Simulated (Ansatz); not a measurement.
## Work function of Ag(111): what the settings cost and change: run, setting 1 layer

Ansatz 0.2.0; plane-wave DFT, PBE, Ansatz PAW.

A work function rests on the faint tail of the density, so the SCF threshold is tight. The slab grows from one layer, at fixed mesh and 18 Å of vacuum; then the vacuum is varied on one slab.

File input.yaml:

```yaml
crystal:
  lattice:
    - [2.8920667351, 0.0, 0.0]
    - [1.4460333675, 2.504603262, 0.0]
    - [0.0, 0.0, 18.0]
  atoms:
    - { symbol: Ag, position: [0.6666666667, 0.6666666667, 0.5] }
kpoints:
  mp_grid: { grid: [16, 16, 1] }
hamiltonian:
  xc: pbe
scf:
  occupations: { method: fermi_dirac, width: 0.1 }
  convergence: { dr2_threshold: 1.0e-09 }
efield:
  axis: 3
  dipole_correction: true
  ramp_position: 0.97
  ramp_width: 0.06
output:
  write_potential: true
  write_density: true
  volumetric_format: npy
  elf: true
```

Started as:

```console
$ ansatz run input.yaml --threads 2 --pin off --max-ram 3072MiB --backend cpu --events-out ev --progress --plain --runs-dir out
```

Q: Predict the work function, upper face; and electron's electrostatic potential energy less the Fermi level against z.

In the vacuum the potential turns flat, and its height over the Fermi level, 4.52 eV, is the work function of the face beside that plateau.

Numbers from this step:

| Property | Result |
| --- | --- |
| work function, upper face | 4.516 eV |

Running mean over 2.361 Å of the planar mean; the ramp of the sawtooth is left out. Table of electron's electrostatic potential energy less the Fermi level by z:

| z (Å) | electron's electrostatic potential energy less the Fermi level (eV) |
| --- | --- |
| 3 | 4.52 |
| 4 | 4.52 |
| 5 | 4.51 |
| 6 | 4.46 |
| 7 | 3.65 |
| 8 | -1.95 |
| 9 | -5.34 |
| 10 | -1.95 |
| 11 | 3.65 |
| 12 | 4.46 |
| 13 | 4.51 |
| 14 | 4.52 |
| 15 | 4.52 |

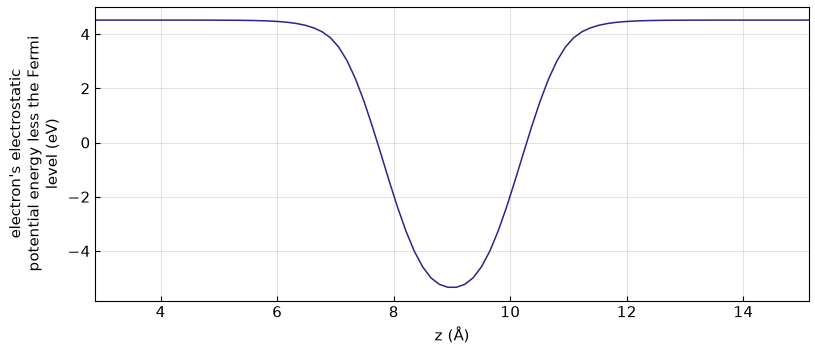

Electron's electrostatic potential energy less the Fermi level against z.

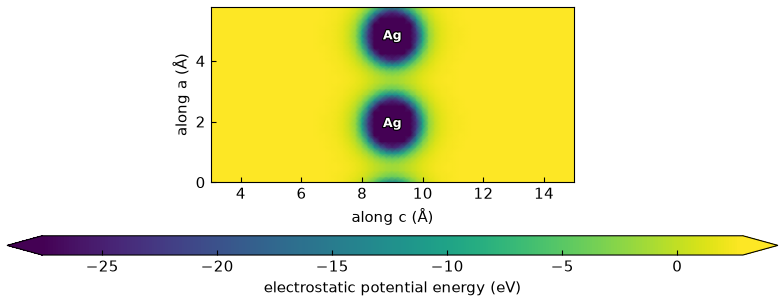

Electrostatic potential energy in the ca plane at fractional y = 0.667, with atoms of Ag within 0.2 Å of it. With pseudopotentials it is smooth inside the atoms' cores, unlike the true potential. The far vacuum is left out of the map.

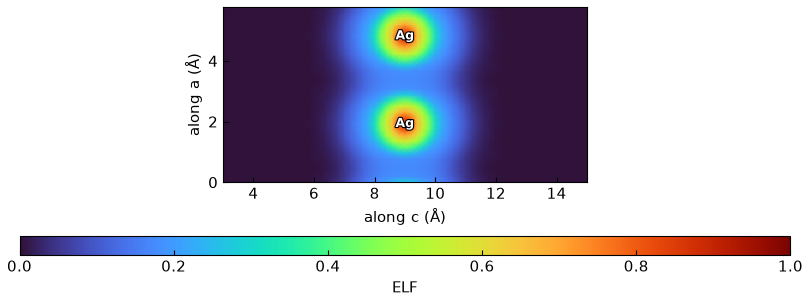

ELF in the ca plane at fractional y = 0.667, with atoms of Ag within 0.2 Å of it. It is the smooth field of the valence electrons, not physical close to the nuclei.

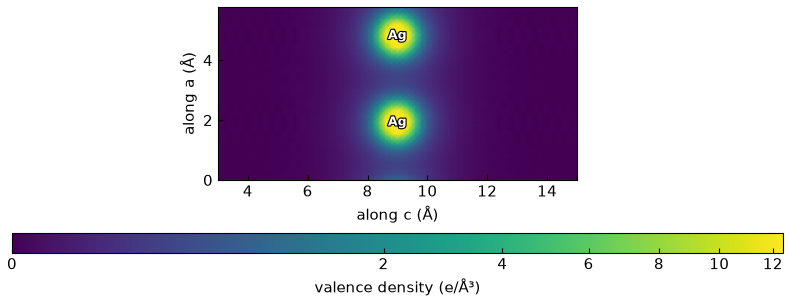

Valence density in the ca plane at fractional y = 0.667, with atoms of Ag within 0.2 Å of it. The colour scale is stretched toward low values.

[Logs are printed without paths, hosts, clocks, repeated set-up lines and the standing remarks that a program may print on its own settings, such as how far it seeks lower states.]

[Hosts, paths, dates, database ids (printed as entryN), source tags and the programs' standing remarks are cut or masked in the printed files.]

[Maps of the electrostatic potential energy from Ansatz leave out the sawtooth potential of an applied field or a dipole correction, so their vacuum need not be flat; planar profiles and work functions include it.]
